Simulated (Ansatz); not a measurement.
# C6H16F2HfN2: trial inputs and their diagnosis

Aim: try 4 inputs for C6H16F2HfN2 as typed, read how each ends, and find what has to change.

The runs use Ansatz 0.2.0, Gaussian basis; the settings change from run to run.

## (1) The molecule

The structure was relaxed beforehand with PBE0-D4 in a triple-zeta def2 set. Hf takes a core potential in def2 sets; no spin-orbit term is included.

SMILES `CC(C)[NH][Hf]([F])([F])[NH]C(C)C`, 27 atoms, charge 0, spin multiplicity 1.

Atoms are counted from 1 here; the program's logs count them from 0.

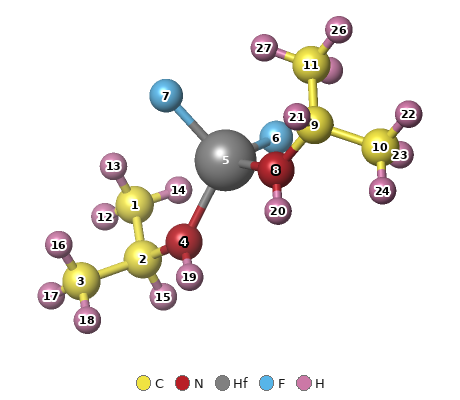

The geometry (carbon yellow, nitrogen red, hafnium grey, fluorine blue, hydrogen pink); atoms are numbered from 1 in the order of the file.

## (2) Attempt 1

Input file in.yaml:

```yaml
crystal:
  periodic: [false, false, false]
  atoms:
    - {symbol: C, position_ang: [0.923750, 2.844199, 1.534390]}
    - {symbol: C, position_ang: [-0.527827, 2.448626, 1.750262]}
    - {symbol: C, position_ang: [-0.843359, 2.308202, 3.231365]}
    - {symbol: N, position_ang: [-0.797176, 1.213019, 1.028994]}
    - {symbol: Hf, position_ang: [0.476944, 0.092894, -0.084914]}
    - {symbol: F, position_ang: [1.215955, 1.126859, -1.535732]}
    - {symbol: F, position_ang: [1.980510, -0.504092, 0.965282]}
    - {symbol: N, position_ang: [-0.593507, -1.484769, -0.780511]}
    - {symbol: C, position_ang: [-0.149606, -2.580858, -1.629600]}
    - {symbol: C, position_ang: [-0.968669, -2.660599, -2.908552]}
    - {symbol: C, position_ang: [1.328792, -2.405488, -1.935813]}
    - {symbol: H, position_ang: [1.153481, 3.783426, 2.040382]}
    - {symbol: H, position_ang: [1.597702, 2.081359, 1.941980]}
    - {symbol: H, position_ang: [1.146019, 2.984299, 0.471425]}
    - {symbol: H, position_ang: [-1.157639, 3.252711, 1.340914]}
    - {symbol: H, position_ang: [-0.210783, 1.538351, 3.681615]}
    - {symbol: H, position_ang: [-0.674948, 3.250160, 3.760348]}
    - {symbol: H, position_ang: [-1.887328, 2.020943, 3.383829]}
    - {symbol: H, position_ang: [-1.755048, 0.911868, 1.170953]}
    - {symbol: H, position_ang: [-1.583385, -1.563489, -0.574792]}
    - {symbol: H, position_ang: [-0.268066, -3.531066, -1.087523]}
    - {symbol: H, position_ang: [-0.655426, -3.508335, -3.523942]}
    - {symbol: H, position_ang: [-0.848925, -1.743814, -3.492264]}
    - {symbol: H, position_ang: [-2.032002, -2.783937, -2.685525]}
    - {symbol: H, position_ang: [1.501287, -1.477367, -2.493619]}
    - {symbol: H, position_ang: [1.702019, -3.226799, -2.549880]}
    - {symbol: H, position_ang: [1.927267, -2.386322, -1.019093]}
basis:
  gaussian: {orbitals: def2-SVPD, fitting: {mean_field: cc-pVTZ-jkfit}}
hamiltonian: {xc: {name: B3LYP}, pseudopotentials: {relativity: none}}
output: {forces: true}
```

Command:

```
$ ansatz run in.yaml --threads 11 --pin off --events-out ev --progress --plain --max-ram 120832MiB --backend cuda --devices 0, --max-vram 75GiB
```

The program printed:

```text
Functional definition: B3LYP
  name "B3LYP"
  cite "Stephens, Devlin, Chabalowski & Frisch, J. Phys. Chem. 98, 11623 (1994) doi:10.1021/j100096a001"
  cite "Becke, Phys. Rev. A 38, 3098 (1988) doi:10.1103/PhysRevA.38.3098"
  cite "Lee, Yang & Parr, Phys. Rev. B 37, 785 (1988) doi:10.1103/PhysRevB.37.785"
  cite "Vosko, Wilk & Nusair, Can. J. Phys. 58, 1200 (1980) doi:10.1139/p80-159"
  parameter a0 = 0.2
  parameter ax = 0.72
  parameter ac = 0.81
  exchange = (1 - a0 - ax)*slater_x + ax*b88_x + a0*exact_x
  correlation = (1 - ac)*vwn_rpa_c + ac*lyp_c
Error: <dir> the basis set cc-pVTZ-JKFIT has no functions for Hf
```

It took 0.9 s on 1 × H100 with 11 threads of AMD EPYC 7R13, shared host.

Diagnosis: The program refused the input. The fitting set named has no entry for an element of this molecule. Cure: leave the fitting key out, or name a set that covers all elements and suits the basis.

## (3) Attempt 2

Input file in.yaml:

```yaml
crystal:
  periodic: [false, false, false]
  atoms:
    - {symbol: C, position_ang: [0.923750, 2.844199, 1.534390]}
    - {symbol: C, position_ang: [-0.527827, 2.448626, 1.750262]}
    - {symbol: C, position_ang: [-0.843359, 2.308202, 3.231365]}
    - {symbol: N, position_ang: [-0.797176, 1.213019, 1.028994]}
    - {symbol: Hf, position_ang: [0.476944, 0.092894, -0.084914]}
    - {symbol: F, position_ang: [1.215955, 1.126859, -1.535732]}
    - {symbol: F, position_ang: [1.980510, -0.504092, 0.965282]}
    - {symbol: N, position_ang: [-0.593507, -1.484769, -0.780511]}
    - {symbol: C, position_ang: [-0.149606, -2.580858, -1.629600]}
    - {symbol: C, position_ang: [-0.968669, -2.660599, -2.908552]}
    - {symbol: C, position_ang: [1.328792, -2.405488, -1.935813]}
    - {symbol: H, position_ang: [1.153481, 3.783426, 2.040382]}
    - {symbol: H, position_ang: [1.597702, 2.081359, 1.941980]}
    - {symbol: H, position_ang: [1.146019, 2.984299, 0.471425]}
    - {symbol: H, position_ang: [-1.157639, 3.252711, 1.340914]}
    - {symbol: H, position_ang: [-0.210783, 1.538351, 3.681615]}
    - {symbol: H, position_ang: [-0.674948, 3.250160, 3.760348]}
    - {symbol: H, position_ang: [-1.887328, 2.020943, 3.383829]}
    - {symbol: H, position_ang: [-1.755048, 0.911868, 1.170953]}
    - {symbol: H, position_ang: [-1.583385, -1.563489, -0.574792]}
    - {symbol: H, position_ang: [-0.268066, -3.531066, -1.087523]}
    - {symbol: H, position_ang: [-0.655426, -3.508335, -3.523942]}
    - {symbol: H, position_ang: [-0.848925, -1.743814, -3.492264]}
    - {symbol: H, position_ang: [-2.032002, -2.783937, -2.685525]}
    - {symbol: H, position_ang: [1.501287, -1.477367, -2.493619]}
    - {symbol: H, position_ang: [1.702019, -3.226799, -2.549880]}
    - {symbol: H, position_ang: [1.927267, -2.386322, -1.019093]}
basis:
  gaussian: {orbitals: x2c-TZVPPall}
hamiltonian: {xc: {name: B2PLYP}, dispersion: rvv10}
```

The command is unchanged.

The program printed:

```text
Error: invalid value for `hamiltonian.dispersion`: this functional's text states its nonlocal part
```

It took 0.05 s on 1 × H100 with 11 threads of AMD EPYC 7R13, shared host.

Diagnosis: The program refused the input. The dispersion term doesn't go with the functional. Fix: leave the dispersion key out, or pick one that has parameters for this functional.

## (4) Attempt 3

Input file in.yaml:

```yaml
crystal:
  periodic: [false, false, false]
  atoms:
    - {symbol: C, position_ang: [1.869053, 5.661671, 2.925006]}
    - {symbol: C, position_ang: [-0.731912, 4.255076, 3.164290]}
    - {symbol: C, position_ang: [-2.027415, 4.732536, 5.743762]}
    - {symbol: N, position_ang: [-0.956116, 2.666878, 1.799221]}
    - {symbol: Hf, position_ang: [1.423244, 0.529257, -0.159436]}
    - {symbol: F, position_ang: [2.303445, 2.457575, -3.144094]}
    - {symbol: F, position_ang: [4.197116, -0.642461, 1.717554]}
    - {symbol: N, position_ang: [-0.804118, -2.411036, -1.627898]}
    - {symbol: C, position_ang: [-0.118303, -5.403465, -3.413343]}
    - {symbol: C, position_ang: [-1.485805, -5.198466, -5.818158]}
    - {symbol: C, position_ang: [2.472163, -4.181421, -3.401964]}
    - {symbol: H, position_ang: [2.547779, 7.389479, 3.687367]}
    - {symbol: H, position_ang: [3.348743, 4.459443, 3.793484]}
    - {symbol: H, position_ang: [2.283173, 5.619907, 1.089231]}
    - {symbol: H, position_ang: [-2.144510, 6.367386, 2.683806]}
    - {symbol: H, position_ang: [-0.981604, 2.651366, 6.871614]}
    - {symbol: H, position_ang: [-1.173516, 5.950247, 7.226492]}
    - {symbol: H, position_ang: [-3.670501, 3.930396, 6.542103]}
    - {symbol: H, position_ang: [-2.810086, 1.957747, 1.526192]}
    - {symbol: H, position_ang: [-2.986068, -2.517400, -0.565402]}
    - {symbol: H, position_ang: [-0.757787, -6.918376, -2.039456]}
    - {symbol: H, position_ang: [-1.452157, -6.577860, -6.376741]}
    - {symbol: H, position_ang: [-2.009930, -3.141527, -6.130594]}
    - {symbol: H, position_ang: [-3.945704, -4.907005, -5.453660]}
    - {symbol: H, position_ang: [3.115354, -2.542335, -4.917780]}
    - {symbol: H, position_ang: [2.709180, -6.367100, -5.328572]}
    - {symbol: H, position_ang: [3.329790, -4.794941, -1.812301]}
basis:
  gaussian: {orbitals: def2-TZVPD, final_grid: {core_spheres: 5, valence_spheres: 4, degree: 11}}
total_charge: 1
magnetization: {spin_polarized: true, initial_magnetization: 1}
hamiltonian: {xc: {name: r2SCANh}, pseudopotentials: {relativity: none}}
scf: {lower_state_search: light}
output: {forces: true}
```

Launched as before.

The program printed:

```text
Functional definition: r2SCANh
  name "r2SCANh"
  cite "Bursch, Neugebauer, Ehlert & Grimme, J. Chem. Phys. 156, 134105 (2022) doi:10.1063/5.0086040"
  cite "Furness, Kaplan, Ning, Perdew & Sun, J. Phys. Chem. Lett. 11, 8208 (2020) doi:10.1021/acs.jpclett.0c02405"
  cite "Furness, Kaplan, Ning, Perdew & Sun, J. Phys. Chem. Lett. 11, 9248 (2020) doi:10.1021/acs.jpclett.0c03077"
  parent r2scan
  parameter a = 0.1
  parameter k0 = 0.174
  parameter k1 = 0.065
  parameter a1 = 4.9479
  exchange = (1 - a)*r2scan_x(k0 = k0, k1 = k1, a1 = a1) + a*exact_x
  correlation = r2scan_c
2979 factors; their error is unknown
mean field evaluation 1: about -15977.5044 eV, gradient 1.3e2 eV
mean field evaluation 2: about -14196.2274 eV, gradient 3.5e2 eV
mean field evaluation 4: about -13976.6446 eV, gradient 3.5e2 eV
mean field evaluation 8: about -16084.4023 eV, gradient 1.8e1 eV
mean field evaluation 16: about -16099.5351 eV, gradient 6.1e0 eV
mean field evaluation 32: about -16100.8066 eV, gradient 4.1e-1 eV
mean field evaluation 64: about -16043.3360 eV, gradient 7.3e1 eV
mean field evaluation 96: about -16028.8373 eV, gradient 7.6e1 eV
mean field evaluation 128: about -16045.7700 eV, gradient 7.2e1 eV
mean field evaluation 160: about -16029.2020 eV, gradient 7.5e1 eV
mean field evaluation 192: about -16017.1904 eV, gradient 7.5e1 eV
mean field evaluation 224: about -16003.3044 eV, gradient 7.4e1 eV
mean field evaluation 256: about -16016.1700 eV, gradient 7.7e1 eV
mean field evaluation 288: about -16013.1975 eV, gradient 7.7e1 eV
mean field evaluation 320: about -16020.1831 eV, gradient 7.7e1 eV
mean field evaluation 352: about -16013.3352 eV, gradient 7.6e1 eV
mean field evaluation 384: about -15988.9528 eV, gradient 7.4e1 eV
mean field evaluation 416: about -15487.9901 eV, gradient 1.6e2 eV
mean field evaluation 448: about -16101.2809 eV, gradient 3.4e-3 eV
mean field evaluation 480: about -16100.9180 eV, gradient 3.3e-1 eV
mean field evaluation 512: about -16100.9525 eV, gradient 5.5e-1 eV
mean field evaluation 544: about -16101.4949 eV, gradient 4.0e0 eV
mean field evaluation 576: about -16050.7802 eV, gradient 6.9e1 eV
mean field evaluation 608: about -16101.4037 eV, gradient 5.6e-2 eV
mean field evaluation 640: about -16101.0170 eV, gradient 5.3e-1 eV
mean field evaluation 672: about -16093.2808 eV, gradient 1.3e1 eV
mean field evaluation 704: about -16083.5492 eV, gradient 2.9e1 eV
mean field evaluation 736: about -16101.6000 eV, gradient 3.6e-2 eV
mean field evaluation 768: about -16101.9008 eV, gradient 9.6e-2 eV
mean field evaluation 800: about -16100.1682 eV, gradient 1.0e1 eV
mean field evaluation 832: about -16101.8847 eV, gradient 6.1e-1 eV
mean field evaluation 864: about -16095.7640 eV, gradient 1.1e1 eV
Error: SIGTERM received: run cancelled behind 866 evaluations of the mean field
```

It took 91 s on 1 × H100 with 11 threads of AMD EPYC 7R13, shared host.

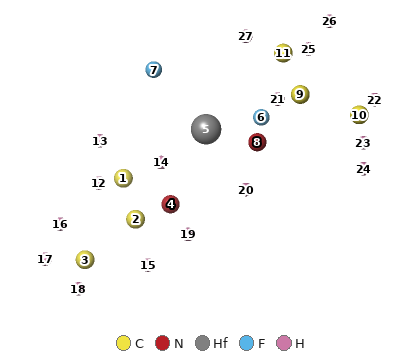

The geometry of this input.

Diagnosis: The run hit its time limit. The coordinates are in bohr but typed as ångström. The shortest distance is 1.49 Å (C10–H22), against 1.01 Å in the relaxed molecule. It also asks for charge 1 and multiplicity 2, another species or state than the molecule above. Fix: take the coordinates from the file in ångström, and set charge and spin to those of the species named.

## (5) Attempt 4

Input file in.yaml:

```yaml
crystal:
  periodic: [false, false, false]
  atoms:
    - {symbol: C, position_ang: [0.954804, 2.826720, 1.455499]}
    - {symbol: C, position_ang: [-0.523886, 2.388108, 1.698877]}
    - {symbol: C, position_ang: [-0.843959, 2.184144, 3.081915]}
    - {symbol: N, position_ang: [-0.637878, 1.217985, 0.928084]}
    - {symbol: Hf, position_ang: [0.443664, 0.072414, -0.051398]}
    - {symbol: F, position_ang: [1.290094, 1.101679, -1.445545]}
    - {symbol: F, position_ang: [1.918444, -0.549544, 0.806147]}
    - {symbol: N, position_ang: [-0.520943, -1.443719, -0.666339]}
    - {symbol: C, position_ang: [-0.127836, -2.686906, -1.670403]}
    - {symbol: C, position_ang: [-0.987753, -2.657327, -2.973368]}
    - {symbol: C, position_ang: [1.349086, -2.278445, -1.950319]}
    - {symbol: H, position_ang: [1.238798, 3.677292, 1.864822]}
    - {symbol: H, position_ang: [1.645233, 2.008101, 2.052079]}
    - {symbol: H, position_ang: [1.239110, 2.914614, 0.382870]}
    - {symbol: H, position_ang: [-1.083888, 3.305445, 1.467116]}
    - {symbol: H, position_ang: [-0.085113, 1.515433, 3.631544]}
    - {symbol: H, position_ang: [-0.670601, 3.446639, 3.940668]}
    - {symbol: H, position_ang: [-1.869831, 1.818321, 3.467842]}
    - {symbol: H, position_ang: [-1.696771, 0.894126, 1.161837]}
    - {symbol: H, position_ang: [-1.779753, -1.473212, -0.465849]}
    - {symbol: H, position_ang: [-0.047124, -3.560078, -1.128707]}
    - {symbol: H, position_ang: [-0.552521, -3.667674, -3.430762]}
    - {symbol: H, position_ang: [-0.914194, -1.741335, -3.588205]}
    - {symbol: H, position_ang: [-2.036739, -2.925035, -2.805574]}
    - {symbol: H, position_ang: [1.516664, -1.485475, -2.349359]}
    - {symbol: H, position_ang: [1.857660, -3.282801, -2.469326]}
    - {symbol: H, position_ang: [1.887439, -2.351096, -1.134641]}
basis:
  gaussian: {orbitals: def2-SVPD}
magnetization: {spin_polarized: true, initial_magnetization: 0}
hamiltonian: {xc: {name: B3LYP}}
accuracy: high
relax: {f_tol: 0.0001, max_steps: 2}
output: {forces: true}
```

Same command.

The program printed:

```text
Functional definition: B3LYP
  name "B3LYP"
  cite "Stephens, Devlin, Chabalowski & Frisch, J. Phys. Chem. 98, 11623 (1994) doi:10.1021/j100096a001"
  cite "Becke, Phys. Rev. A 38, 3098 (1988) doi:10.1103/PhysRevA.38.3098"
  cite "Lee, Yang & Parr, Phys. Rev. B 37, 785 (1988) doi:10.1103/PhysRevB.37.785"
  cite "Vosko, Wilk & Nusair, Can. J. Phys. 58, 1200 (1980) doi:10.1139/p80-159"
  parameter a0 = 0.2
  parameter ax = 0.72
  parameter ac = 0.81
  exchange = (1 - a0 - ax)*slater_x + ax*b88_x + a0*exact_x
  correlation = (1 - ac)*vwn_rpa_c + ac*lyp_c
8232 factors; integrals over basis functions are off by at most 1.9e-9 eV
mean field evaluation 1: about -16165.6371 eV, gradient 8.1e1 eV
mean field evaluation 2: about -16112.5184 eV, gradient 1.3e2 eV
mean field evaluation 4: about -16193.4887 eV, gradient 8.2e0 eV
mean field evaluation 8: about -16193.9551 eV, gradient 3.5e-1 eV
mean field evaluation 16: about -16193.9557 eV, gradient 1.9e-4 eV
mean field -16193.95567089 eV, -595.1168942479 hartree, gradient 2.6e-8 eV, S^2 0.000000; 0 other end points of the search recorded, 0 dependent functions left out
the calculation of the forces begins
reference -16193.95574339 eV, -595.1168969120 hartree; 48, 48 occupied and 321, 321 virtual orbitals, 8232 factors
relax step   1: F+E_penalty+E_count = -16193.95567089 eV  Δ(F+E_penalty+E_count) = +0.000e0 eV  max|allowed force component| = 1.358e1 eV/Å  Δτ_max = 0.0000 Å  (42 SCF iters, accepted)
these checks for a lower state are left out or cut short: starts, cluster_reference, orbital_swaps, neighbouring_geometries, increment
8236 factors; integrals over basis functions are off by at most 3.0e-9 eV
mean field evaluation 32: about -16200.2480 eV, gradient 2.8e-3 eV
mean field -16200.24799330 eV, -595.3481328311 hartree, gradient 2.6e-8 eV, S^2 0.000000; 0 other end points of the search recorded, 0 dependent functions left out
the calculation of the forces begins
reference -16200.24806482 eV, -595.3481354594 hartree; 48, 48 occupied and 321, 321 virtual orbitals, 8236 factors
relax step   2: F+E_penalty+E_count = -16200.24799330 eV  Δ(F+E_penalty+E_count) = -6.292e0 eV  max|allowed force component| = 3.557e0 eV/Å  Δτ_max = 0.1924 Å  (47 SCF iters, accepted)
Error: geometry relaxation did not converge after 2 steps: max|allowed force component| = 3.56e0 eV/Å (threshold 1.0e-4). Raise `relax.max_steps` over both its present limit and 2, loosen `relax.f_tol`, or start from a geometry closer to equilibrium. Where this run's directory can be resumed (`checkpoint.write`), a resume goes on for up to `relax.max_steps` more
```

Wall time 21 s (1 × H100 with 11 threads of AMD EPYC 7R13, shared host); peak host memory 5.5 GiB.

**Diagnosis.** The run did not converge. The relaxation is allowed too few steps for its threshold. The start was also shaken off the relaxed geometry, so there is far to go. To mend it, raise relax.max_steps.

## (6) Summary

```tsv
attempt	level	ended	cause	time
1	B3LYP/def2-SVPD	refused	the fitting set named has no entry for an element of this molecule	0.9 s
2	B2PLYP/x2c-TZVPPall	refused	the dispersion term doesn't go with the functional	0.05 s
3	r2SCANh/def2-TZVPD	timeout	the coordinates are in bohr but typed as ångström	91 s
4	B3LYP/def2-SVPD	not converged	the relaxation is allowed too few steps for its threshold	21 s
```

**Reading.** 2 refused, 1 timeout, 1 not converged. A refusal costs next to no computing time.
